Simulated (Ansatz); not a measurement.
C$_{3}$H$_{7}$NO$_{2}$

Input

```
crystal:
  periodic: [false, false, false]
  atoms:
    - { symbol: C, position_ang: [-0.3634, -0.899, 1.0714] }
    - { symbol: C, position_ang: [0.4965, -0.3527, -0.0482] }
    - { symbol: O, position_ang: [-0.25939, 0.61388, -0.74415] }
    - { symbol: "N", position_ang: [1.66552, 0.34041, 0.29741] }
    - { symbol: C, position_ang: [2.77877, -0.24135, 0.81564] }
    - { symbol: O, position_ang: [2.93713, -1.46988, 0.95014] }
    - { symbol: H, position_ang: [0.1322, -1.5981, 1.6759] }
    - { symbol: H, position_ang: [-1.2602, -1.3281, 0.6363] }
    - { symbol: H, position_ang: [-0.7423, -0.0239, 1.7529] }
    - { symbol: H, position_ang: [0.79247, -1.1903, -0.7161] }
    - { symbol: H, position_ang: [-1.03055, 0.09174, -1.12262] }
    - { symbol: H, position_ang: [1.63097, 1.34293, 0.2379] }
    - { symbol: H, position_ang: [3.60745, 0.48274, 1.12075] }
basis:
  gaussian: { orbitals: def2-SVP }
hamiltonian:
  xc: pbe0
  dispersion: d4
relax:
  f_tol: 0.015
  max_steps: 40
output:
  orbitals: {}
```

Run with:

```sh
ansatz run input.yaml --threads 2 --pin off --max-ram 3072MiB --backend cpu --events-out ev --progress --plain --runs-dir out
```

The fields are those of the relaxed geometry.

The calculation used RKS PBE0-D4/def2-SVP (Ansatz).

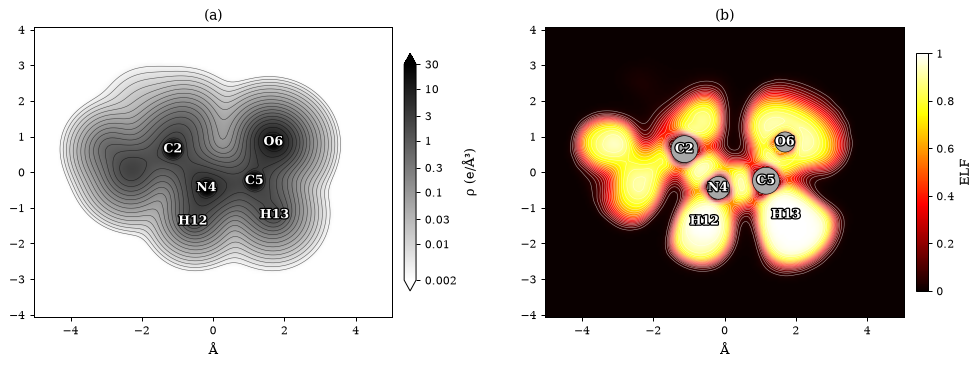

Figure 1. (a) electron density; (b) electron localisation function on the plane of atoms C2, N4 and H12. Grey discs cover the atomic cores in the ELF map.

What does the map show?

The plane passes through C, N, O and H nuclei.
C–O (1.21 Å): ρ at the midpoint is about 3.3 e/Å³; the ELF peaks at about 0.85 between the atoms: a multiple bond.
C–N (1.35 Å): the density is about 2.4 e/Å³ at the midpoint; the ELF peaks at about 0.90 between the atoms: localised, covalent bonding.
C–N (1.44 Å): ρ is about 2 e/Å³ halfway; the ELF peaks at about 0.95 between the atoms; a shared electron pair.
N–H (1.01 Å): ρ at the midpoint is about 2.8 e/Å³; the ELF climbs to about 1 towards the hydrogen, as it does in any bond to H (an ordinary covalent bond to hydrogen).
The ELF also peaks beside O3 and O6, away from the bonds: lone-pair regions.

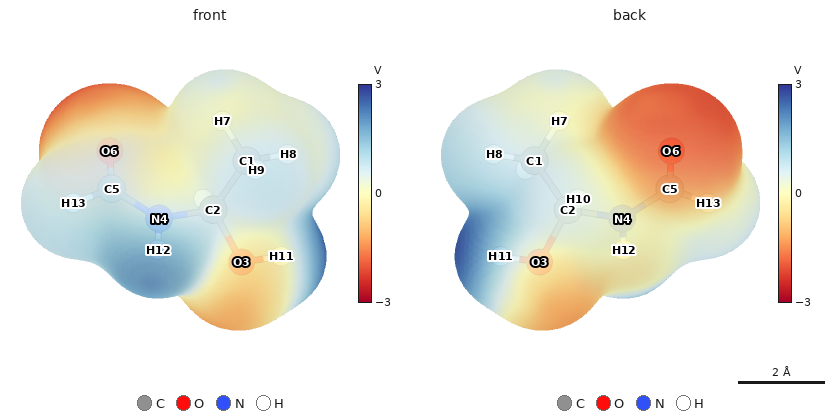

Figure 2. The electrostatic potential painted on the density surface at 0.002 e/bohr³, seen from the front and from behind; the colour scale runs from red (negative) to blue (positive).

Which sites attract a positive test charge, and which a negative one?

A positive charge is drawn to the negative regions and a negative charge to the positive ones. The most negative region (about −2.0 V, or −46 kcal/mol for a unit charge) lies over O6, the most positive (about +2.6 V, or +60 kcal/mol for a unit charge) over H11. O6 is the likeliest acceptor of a hydrogen bond.

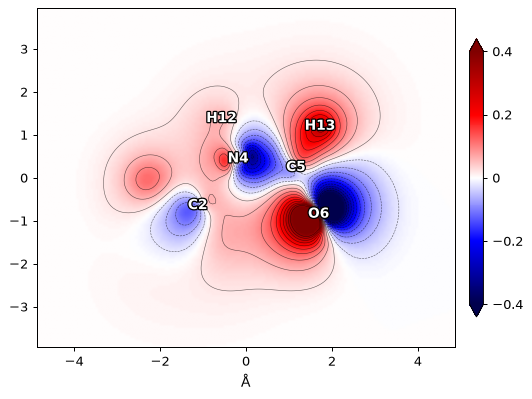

Figure 3. The HOMO−1 on the plane of atoms N4, C5 and O6 (values in Å⁻³ᐟ²; the overall sign is arbitrary).

Where does this orbital lie, and at what energy?

It lies mainly on O6 (about 40 %), N4 (about 30 %) and C5 (about 10 %). Its energy is −7.43 eV.
